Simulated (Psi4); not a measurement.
# SiH3O4 (SMILES [O][Si](O)(O)O): UB3LYP/6-31G(d) (spherical functions)

What is the vertical doublet–quartet gap of SiH3O4 at UB3LYP/6-31G* (spherical functions)? 

The results are computed with Psi4 1.11.

1 further run of the same task is left out (it didn't finish).

### Step 1. The system as given

The species is SiH3O4 (8 atoms), meant as a doublet with charge 0. As SMILES, `[O][Si](O)(O)O`. The coordinates come from a PBE0-D4/def2-TZVP relaxation. This is one conformer, not always the lowest.

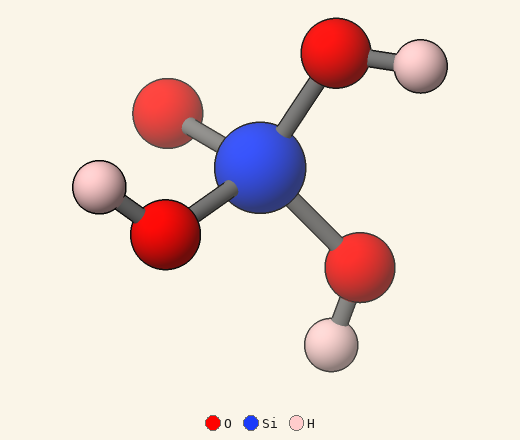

Viewed from a chosen angle; oxygen red, silicon blue, hydrogen pink.

### Step 2. Energy and gradient at UB3LYP/6-31G(d) (spherical functions)

h3o4si.xyz reads:

```xyz
8
H3O4Si
O     -1.417600     0.247800     1.193000
Si    -0.195800     0.058700     0.091000
O      1.117100    -0.067300     1.049800
O     -0.249900     1.339100    -0.902700
O     -0.266300    -1.263500    -0.849700
H      1.271400     0.633000     1.686700
H     -0.094000     1.173100    -1.833800
H     -0.165000    -2.120800    -0.434300
```

run_ase.py reads:

```python
import numpy as np
from ase.calculators.psi4 import Psi4
from ase.io import read

mol = read('h3o4si.xyz')
calc = Psi4(atoms=mol, method='b3lyp', basis='6-31G*', memory='2200MB', num_threads=1, charge=0, multiplicity=2, label='h3o4si', reference='uks')
calc.psi4.set_options({'puream': True, 'e_convergence': 1e-09, 'd_convergence': 1e-08, 'scf_type': 'pk', 'dft_radial_points': 99, 'dft_spherical_points': 590, 'maxiter': 100})
mol.calc = calc

forces = mol.get_forces()
print(f'energy: {mol.get_potential_energy():.6f} eV')
print('forces / eV A^-1')
print(np.round(forces, 5))
```

Run with:

```
python run_ase.py
```

h3o4si.dat (excerpt; [...] marks lines left out):

```text
[...]
  Running in c1 symmetry.
[...]
  Nuclear repulsion =  257.364163159559894
[...]
  Multiplicity = 2
[...]
  Nalpha       = 25
  Nbeta        = 24
[...]
    Number of basis functions: 80
[...]
   @UKS iter   1:  -591.85933517142757   -3.24290e-01   1.30891e-02 DIIS/ADIIS
[...]
   @UKS iter  19:  -592.27042768711920   -6.48015e-12   8.67439e-09 DIIS
[...]
   @S^2 Observed:                7.529012972E-01
[...]
    Orbital Energies [Eh]
    ---------------------
    Alpha Occupied:
       1A    -66.196375     2A    -19.191178     3A    -19.165616
       4A    -19.156571     5A    -19.154793     6A     -5.342881
       7A     -3.702256     8A     -3.702143     9A     -3.701580
      10A     -1.049119    11A     -1.017941    12A     -1.009273
      13A     -0.978018    14A     -0.592905    15A     -0.543144
      16A     -0.537825    17A     -0.439687    18A     -0.417578
      19A     -0.392493    20A     -0.379802    21A     -0.374427
      22A     -0.354083    23A     -0.351337    24A     -0.332204
      25A     -0.321691
    Alpha Virtual:
[...]
  @UKS Final Energy:  -592.27042768711920
   => Energetics <=
    Nuclear Repulsion Energy =            257.3641631595598938
    One-Electron Energy =               -1330.2995557653734977
    Two-Electron Energy =                 526.3824613393013578
    DFT Exchange-Correlation Energy =     -45.7174964206069419
    Empirical Dispersion Energy =           0.0000000000000000
    VV10 Nonlocal Energy =                  0.0000000000000000
    Total Energy =                       -592.2704276871191951
[...]
 Multipole Moments:
 ------------------------------------------------------------------------------------
     Multipole            Electronic (a.u.)      Nuclear  (a.u.)        Total (a.u.)
 ------------------------------------------------------------------------------------
 L = 1.  Multiply by 2.5417464519 to convert [e a0] to [Debye]
 Dipole X            :         -0.8493382            1.4672624            0.6179242
 Dipole Y            :          0.2105063           -0.4553827           -0.2448764
 Dipole Z            :          0.6398709           -0.8352359           -0.1953650
 Magnitude           :                                                    0.6927931
[...]
  -Total Gradient:
     Atom            X                  Y                   Z
    ------   -----------------  -----------------  -----------------
       1        0.005845696519    -0.000968250212    -0.005889603833
       2        0.005585428163     0.000351617407    -0.002129598697
       3       -0.010358693782     0.007732537672    -0.002611163114
       4        0.001341807672    -0.012870774085     0.000009400086
       5        0.001126241062     0.002796885925     0.011901005372
       6       -0.001123345480    -0.006490825798    -0.005528126234
       7       -0.001370335696     0.002119413881     0.008226108978
       8       -0.001044652008     0.007303501031    -0.004002774179
[...]
```

Standard output:

```text
energy: -16116.499239 eV
forces / eV A^-1
[[-3.0060e-01  4.9790e-02  3.0286e-01]
 [-2.8721e-01 -1.8080e-02  1.0951e-01]
 [ 5.3267e-01 -3.9762e-01  1.3427e-01]
 [-6.9000e-02  6.6184e-01 -4.8000e-04]
 [-5.7910e-02 -1.4382e-01 -6.1197e-01]
 [ 5.7760e-02  3.3377e-01  2.8427e-01]
 [ 7.0470e-02 -1.0898e-01 -4.2300e-01]
 [ 5.3720e-02 -3.7556e-01  2.0583e-01]]
```

Run time: 29 s. Hardware: 1 thread of Intel Xeon 6975P-C (Granite Rapids), shared host; peak memory 1.2 GiB.

### Step 3. The quartet, same level

h3o4si.xyz is that of step 2.

h3o4si.py reads:

```python
import psi4

psi4.set_memory(2200000000)
psi4.set_num_threads(1)
psi4.core.set_output_file('run.log', False)

with open('h3o4si.xyz') as f:
    atoms = ''.join(f.readlines()[2:])
geom = psi4.geometry('0 4\n' + atoms + 'symmetry c1\nno_reorient\nno_com')

psi4.set_options({
    'reference': 'uks',
    'puream': True,
    'e_convergence': 1e-09,
    'd_convergence': 1e-08,
    'scf_type': 'pk',
    'dft_radial_points': 99,
    'dft_spherical_points': 590,
    'maxiter': 100,
})

e, wfn = psi4.gradient("b3lyp/6-31G*", return_wfn=True)
psi4.oeprop(wfn, "DIPOLE", "WIBERG_LOWDIN_INDICES", "MULLIKEN_CHARGES", title="B3LYP")
print('gradient / Eh bohr^-1')
print(e.np.round(6))
print(f'energy = {wfn.energy():.10f} Eh')
```

Run with:

```
python h3o4si.py
```

run.log (excerpt; [...] marks lines left out):

```text
[...]
  Running in c1 symmetry.
[...]
  Nuclear repulsion =  257.364163159559894
[...]
  Multiplicity = 4
[...]
  Nalpha       = 26
  Nbeta        = 23
[...]
    Number of basis functions: 80
[...]
   @UKS iter   1:  -591.47713427377948    5.79106e-02   1.38649e-02 DIIS/ADIIS
[...]
   @UKS iter  32:  -591.98233441046386   -2.83080e-11   8.32438e-09 DIIS
[...]
   @S^2 Observed:                3.763008911E+00
[...]
  @UKS Final Energy:  -591.98233441046386
   => Energetics <=
    Nuclear Repulsion Energy =            257.3641631595598938
    One-Electron Energy =               -1328.2025517380443489
    Two-Electron Energy =                 524.4517521692773698
    DFT Exchange-Correlation Energy =     -45.5956980012567499
    Empirical Dispersion Energy =           0.0000000000000000
    VV10 Nonlocal Energy =                  0.0000000000000000
    Total Energy =                       -591.9823344104638636
[...]
  -Total Gradient:
     Atom            X                  Y                   Z
    ------   -----------------  -----------------  -----------------
       1        0.032935329415     0.002233730184    -0.027209217510
       2       -0.019719966390     0.005838581214     0.031198945913
       3       -0.017641259147     0.044639207494     0.006398087898
       4        0.004609846691    -0.036548551200    -0.022339221006
       5        0.018248276607    -0.007295861892     0.026657851291
       6       -0.011003170714    -0.045882628579    -0.039125752100
       7       -0.002245433985     0.007397369071     0.039732393718
       8       -0.005182718649     0.029587228629    -0.015335453431
[...]
 Multipole Moments:
 ------------------------------------------------------------------------------------
     Multipole            Electronic (a.u.)      Nuclear  (a.u.)        Total (a.u.)
 ------------------------------------------------------------------------------------
 L = 1.  Multiply by 2.5417464519 to convert [e a0] to [Debye]
 Dipole X            :         15.6590434          -15.6136731            0.0453703
 Dipole Y            :         -5.0321027            4.8299510           -0.2021517
 Dipole Z            :         -8.7348848            8.7225978           -0.0122870
 Magnitude           :                                                    0.2075445
[...]
```

Standard output:

```text
gradient / Eh bohr^-1
[[ 0.032935  0.002234 -0.027209]
 [-0.01972   0.005839  0.031199]
 [-0.017641  0.044639  0.006398]
 [ 0.00461  -0.036549 -0.022339]
 [ 0.018248 -0.007296  0.026658]
 [-0.011003 -0.045883 -0.039126]
 [-0.002245  0.007397  0.039732]
 [-0.005183  0.029587 -0.015335]]
energy = -591.9823344105 Eh
```

Wall time 43 s (1 thread of Intel Xeon 6975P-C (Granite Rapids), shared host); peak memory 1.2 GiB.

### Step 4. Outcome

Level: UB3LYP/6-31G* (spherical functions).

```
                                        quantity          value
                           doublet: total energy  -592.27043 Eh
                          doublet: dipole moment         1.76 D
     doublet: HOMO energy (highest over α and β)       -8.32 eV
      doublet: LUMO energy (lowest over α and β)       -4.73 eV
                                   doublet: ⟨S²⟩          0.753
               doublet: largest force on an atom     0.678 eV/Å
                           quartet: total energy  -591.98233 Eh
                          quartet: dipole moment         0.53 D
     quartet: HOMO energy (highest over α and β)       -1.09 eV
                                   quartet: ⟨S²⟩          3.763
               quartet: largest force on an atom     3.152 eV/Å
vertical energy of the quartet above the doublet       7.839 eV
```

What this shows: At this shape the quartet lies 7.84 eV (756 kJ/mol) above the doublet. The largest force (doublet) is 0.68 eV/Å: the shape isn't a stationary point for this species at this level. Mulliken charges (quartet) run from -0.56 on O5 to +0.60 on Si2; they depend strongly on the basis.
